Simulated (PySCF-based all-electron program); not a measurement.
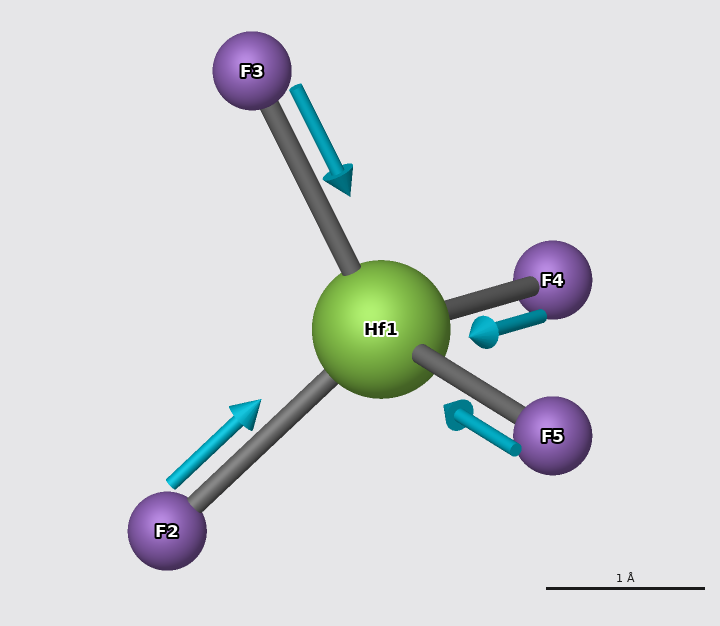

Arrows show the forces on the atoms, 2 Å of arrow for 1 eV/Å; forces under a tenth of the largest aren't drawn. Charge 0, singlet. Level of theory: PBE, all-electron, scalar-relativistic (Koelling-Harmon), large uncontracted Gaussian sets (PySCF-based all-electron program).

List the force components in the frame of the picture (x right, y up, z towards the viewer), in eV/Å.

| atom | Fx | Fy | Fz |
| --- | --- | --- | --- |
| Hf1 | 0.00 | 0.00 | 0.00 |
| F2 | 0.29 | 0.27 | 0.09 |
| F3 | 0.17 | −0.35 | −0.12 |
| F4 | −0.23 | −0.07 | 0.33 |
| F5 | −0.23 | 0.14 | −0.30 |
